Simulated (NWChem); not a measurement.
# One shape, several levels: C2H6FGeN (SMILES C[N](C)[Ge][F])

We compute a comparison of 4 runs (HF/STO-3G, HF/3-21G, B3LYP/6-31G*) of C2H6FGeN. 

The calculation is run with NWChem 7.3.0.

## 1. Starting point

C2H6FGeN: 11 atoms, total charge 0, spin state singlet. SMILES: `C[N](C)[Ge][F]`. Geometry: relaxed at PBE0-D4/def2-TZVP. This is one conformer, not always the lowest.

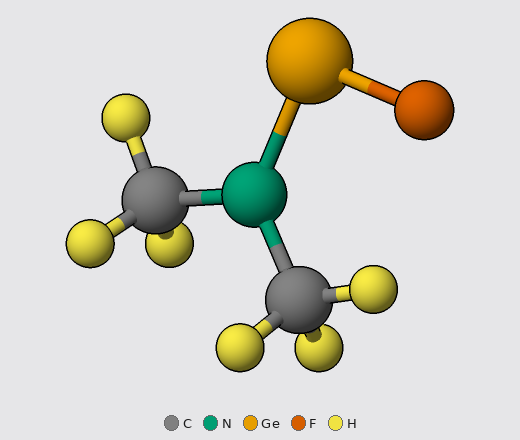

The structure, seen from a chosen angle (carbon grey, nitrogen teal, germanium amber, fluorine orange, hydrogen yellow).

## 2. Energy and gradient at HF/STO-3G (run 1)

File input.nw:

```
START input
memory stack 880 mb heap 220 mb global 1100 mb

GEOMETRY noautosym nocenter noautoz
  C    -0.930600    0.657900   -0.224300
  N     0.338100    0.056700    0.103800
  C     0.352400   -1.381600    0.004600
  Ge    1.856400    0.926200    0.609700
  F     1.189100    2.566900    0.531500
  H    -1.224300    0.414900   -1.253800
  H    -0.868000    1.740600   -0.124900
  H    -1.722100    0.288000    0.440300
  H     0.115400   -1.715300   -1.013800
  H     1.340200   -1.774000    0.265400
  H    -0.380900   -1.837100    0.682300
END

BASIS spherical bse
  * library STO-3G
END

SCF
  thresh 1e-08
  maxiter 80
END

TASK scf gradient
```

Run with:

```sh
nwchem input.nw > input.out
```

Standard output:

```text
[...]
  functions       =    44
[...]
  wavefunction    = RHF
[...]
         Total SCF energy =  -2281.849488567713
      One-electron energy =  -3930.829968776187
      Two-electron energy =   1283.017704031469
 Nuclear repulsion energy =    365.962776177006
        Time for solution =      4.6s
[...]
                         RHF ENERGY GRADIENTS
    atom               coordinates                        gradient
                 x          y          z           x          y          z
   1 C      -1.758579   1.243251  -0.423866    0.022844  -0.000856   0.006686
   2 N       0.638916   0.107147   0.196154   -0.076528  -0.049046  -0.025897
   3 C       0.665939  -2.610845   0.008693    0.004060   0.026122   0.003135
   4 Ge      3.508087   1.750264   1.152166    0.060783  -0.025945   0.015926
   5 F       2.247073   4.850738   1.004389   -0.015313   0.055689  -0.000520
   6 H      -2.313592   0.784047  -2.369338    0.001671  -0.003062  -0.003186
   7 H      -1.640282   3.289257  -0.236027    0.000143   0.000004   0.000053
   8 H      -3.254297   0.544241   0.832046   -0.000144  -0.003548   0.003092
   9 H       0.218074  -3.241447  -1.915804   -0.000189   0.001438  -0.003418
  10 H       2.532611  -3.352374   0.501533    0.004682  -0.001810   0.001232
  11 H      -0.719797  -3.471616   1.289360   -0.002011   0.001014   0.002897
[...]
```

Wall time 6.6 s (1 thread of Intel Xeon 6975P-C (Granite Rapids), shared host); peak memory 0.1 GiB.

## 3. Energy and gradient at HF/3-21G (run 2)

File mol.xyz:

```xyz
11
C2H6FGeN gradient
C     -0.930600     0.657900    -0.224300
N      0.338100     0.056700     0.103800
C      0.352400    -1.381600     0.004600
Ge     1.856400     0.926200     0.609700
F      1.189100     2.566900     0.531500
H     -1.224300     0.414900    -1.253800
H     -0.868000     1.740600    -0.124900
H     -1.722100     0.288000     0.440300
H      0.115400    -1.715300    -1.013800
H      1.340200    -1.774000     0.265400
H     -0.380900    -1.837100     0.682300
```

File mol.nw:

```
start mol
title "C2H6FGeN gradient"
memory total 2200 mb

geometry units angstroms noautosym nocenter noautoz
   load mol.xyz
end

basis spherical bse
   * library 3-21G
end

scf
   thresh 1e-08
   maxiter 80
   noprint "final vectors analysis"
end

task scf gradient
```

Run with:

```sh
nwchem mol.nw > mol.out
```

Standard output:

```text
[...]
  functions       =    70
[...]
  wavefunction    = RHF
[...]
         Total SCF energy =  -2297.253274404839
      One-electron energy =  -3932.001473040548
      Two-electron energy =   1268.785422458702
 Nuclear repulsion energy =    365.962776177006
        Time for solution =      4.7s
[...]
                         RHF ENERGY GRADIENTS
    atom               coordinates                        gradient
                 x          y          z           x          y          z
   1 C      -1.758579   1.243251  -0.423866    0.018086  -0.008653   0.004678
   2 N       0.638916   0.107147   0.196154   -0.034114  -0.020613  -0.011438
   3 C       0.665939  -2.610845   0.008693    0.001713   0.020733   0.002042
   4 Ge      3.508087   1.750264   1.152166    0.031107  -0.022306   0.007501
   5 F       2.247073   4.850738   1.004389   -0.010603   0.032786  -0.000778
   6 H      -2.313592   0.784047  -2.369338   -0.001010  -0.001609  -0.005814
   7 H      -1.640282   3.289257  -0.236027   -0.001597   0.007316   0.000107
   8 H      -3.254297   0.544241   0.832046   -0.003877  -0.002365   0.004037
   9 H       0.218074  -3.241447  -1.915804   -0.001291  -0.001604  -0.006187
  10 H       2.532611  -3.352374   0.501533    0.005907  -0.001352   0.001626
  11 H      -0.719797  -3.471616   1.289360   -0.004321  -0.002333   0.004226
[...]
```

Run time: 6.9 s. Hardware: 1 thread of Intel Xeon 6975P-C (Granite Rapids), shared host; peak memory 0.1 GiB.

Run 3 isn't shown in full; the table further down has it.

## 4. Energy and forces at B3LYP/6-31G(d) (Cartesian functions) (run 4)

File input.xyz:

```xyz
11
C2H6FGeN
C     -0.930600     0.657900    -0.224300
N      0.338100     0.056700     0.103800
C      0.352400    -1.381600     0.004600
Ge     1.856400     0.926200     0.609700
F      1.189100     2.566900     0.531500
H     -1.224300     0.414900    -1.253800
H     -0.868000     1.740600    -0.124900
H     -1.722100     0.288000     0.440300
H      0.115400    -1.715300    -1.013800
H      1.340200    -1.774000     0.265400
H     -0.380900    -1.837100     0.682300
```

File run.py:

```python
from ase.io import read
from ase.calculators.nwchem import NWChem

mol = read('input.xyz')

calc = NWChem(
    label='input',
    theory='dft',
    memory='2200 mb',
    basis='6-31G*',
    dft={'xc': 'b3lyp', 'mult': '1', 'grid': 'fine', 'convergence': 'energy 1e-08', 'iterations': '100', 'mulliken': None},
)
mol.calc = calc

forces = mol.get_forces()
print("Total energy (eV):", round(mol.get_potential_energy(), 6))
print("forces (eV/A):")
for s, f in zip(mol.symbols, forces):
    print(f"{s:2s} {f[0]:10.5f} {f[1]:10.5f} {f[2]:10.5f}")
print("dipole (e A):", mol.get_dipole_moment().round(4))
```

Run with:

```sh
export ASE_NWCHEM_COMMAND="nwchem PREFIX.nwi > PREFIX.nwo"
python run.py
```

Standard output:

```text
Total energy (eV): -62891.841779
forces (eV/A):
C    -0.28236    0.19936   -0.06937
N    -0.08881   -0.08947   -0.03255
C     0.01275   -0.32339   -0.02211
Ge    0.52965    0.19288    0.16887
F    -0.06813    0.15195   -0.00869
H    -0.04463   -0.01954   -0.10043
H     0.05065    0.07173    0.01944
H    -0.09271   -0.03070    0.05847
H    -0.02535   -0.04834   -0.09611
H     0.08135   -0.04371    0.02083
H    -0.07245   -0.06073    0.06160
dipole (e A): [-0.1862 -0.4908 -0.0895]
```

The calculator wrote input.nwi:

```
title "input"

permanent_dir input

scratch_dir input

start input

geometry units angstrom nocenter noautosym noautoz
  C  -9.3059999999999998e-01 6.5790000000000004e-01 -2.2430000000000000e-01
  N  3.3810000000000001e-01 5.6700000000000000e-02 1.0380000000000000e-01
  C  3.5239999999999999e-01 -1.3815999999999999e+00 4.5999999999999999e-03
  Ge 1.8564000000000001e+00 9.2620000000000002e-01 6.0970000000000002e-01
  F  1.1891000000000000e+00 2.5669000000000000e+00 5.3149999999999997e-01
  H  -1.2242999999999999e+00 4.1489999999999999e-01 -1.2538000000000000e+00
  H  -8.6799999999999999e-01 1.7405999999999999e+00 -1.2490000000000000e-01
  H  -1.7221000000000000e+00 2.8799999999999998e-01 4.4030000000000002e-01
  H  1.1540000000000000e-01 -1.7153000000000000e+00 -1.0138000000000000e+00
  H  1.3402000000000001e+00 -1.7740000000000000e+00 2.6540000000000002e-01
  H  -3.8090000000000002e-01 -1.8371000000000000e+00 6.8230000000000002e-01
end

memory 2200 mb

basis noprint
   * library 6-31G*
end

dft
  xc b3lyp
  mult 1
  grid fine
  convergence energy 1e-08
  iterations 100
  mulliken
end

task dft gradient
```

input.nwo:

```text
Northwest Computational Chemistry Package (NWChem) 7.3.0
             --------------------------------------------------------

           Job information
           ---------------

    nwchem branch   = 7.3.0
    use scalapack   = T
    input           = input.nwi
    prefix          = input.
    data base       = input/input.db
    status          = startup
    nproc           =        1

           Memory information
           ------------------

    heap     =     72089594 doubles =      550.0 Mbytes
    stack    =     72089599 doubles =      550.0 Mbytes
    global   =    144179200 doubles =     1100.0 Mbytes (distinct from heap & stack)
    total    =    288358393 doubles =     2200.0 Mbytes
    verify   = yes
    hardfail = no

[... 113 lines left out ...]
  convergence criterion.
[... 42 lines left out ...]
          Spatial weights used:  Erf1
[... 85 lines left out ...]
         Total DFT energy =    -2311.232574565929
[... 3 lines left out ...]
 Nuclear repulsion energy =      365.962776177006
[... 816 lines left out ...]
          Convergence on gradient requested:  5.00D-04
[... 29 lines left out ...]
          total energy or number of iterations.
[... 26 lines left out ...]
                         DFT ENERGY GRADIENTS

    atom               coordinates                        gradient
                 x          y          z           x          y          z
   1 C      -1.758579   1.243251  -0.423866    0.005491  -0.003877   0.001349
   2 N       0.638916   0.107147   0.196154    0.001727   0.001740   0.000633
   3 C       0.665939  -2.610845   0.008693   -0.000248   0.006289   0.000430
[... 7 lines of this table left out ...]
  11 H      -0.719797  -3.471616   1.289360    0.001409   0.001181  -0.001198

                 ----------------------------------------
                 |  Time  |  1-e(secs)   |  2-e(secs)   |
                 ----------------------------------------
                 |  CPU   |       0.01   |       8.25   |
                 ----------------------------------------
                 |  WALL  |       0.01   |       8.25   |
                 ----------------------------------------

 Task  times  cpu:       42.0s     wall:       42.0s
 Total times  cpu:       42.1s     wall:       42.1s
```

Run time: 43 s. Hardware: 1 thread of Intel Xeon 6975P-C (Granite Rapids), shared host; peak memory 0.13 GiB.

## 5. Overview of the runs

| run | level | iteration cap | module | energy (Eh) | dipole moment (D) | HOMO energy (eV) | LUMO energy (eV) | wall time |
| --- | --- | --- | --- | --- | --- | --- | --- | --- |
| 1 | HF/STO-3G | 80 | scf | -2281.849489 | 1.08 | -6.75 | 5.84 | 6.6 s |
| 2 | HF/3-21G | 80 | scf | -2297.253274 | 2.55 | – | – | 6.9 s |
| 3 | B3LYP/6-31G* (spherical functions) | 100 | dft | -2311.223427 | 2.57 | -6.58 | -1.47 | 39 s |
| 4 | B3LYP/6-31G* (Cartesian functions) | 100 | dft | -2311.232575 | 2.56 | -6.57 | -1.47 | 43 s |

## 6. Results

| quantity | value |
| --- | --- |
| run 4: total energy | -2311.23257 Eh |
| run 4: dipole moment | 2.56 D |
| run 4: HOMO energy | -6.57 eV |
| run 4: LUMO energy | -1.47 eV |
| run 4: HOMO–LUMO gap | 5.11 eV |
| run 4: largest force on an atom | 0.588 eV/Å |

The dipole moment (its size) runs from 1.08 D (HF/STO-3G) to 2.57 D (B3LYP/6-31G*). The two ends differ in method and basis. Over runs 1, 3, 4 the HOMO–LUMO gap runs from 5.11 eV (B3LYP/6-31G*) to 12.59 eV (HF/STO-3G). In run 1 the basis is minimal, so the values are rough. All runs together took 96 s, the longest 43 s.
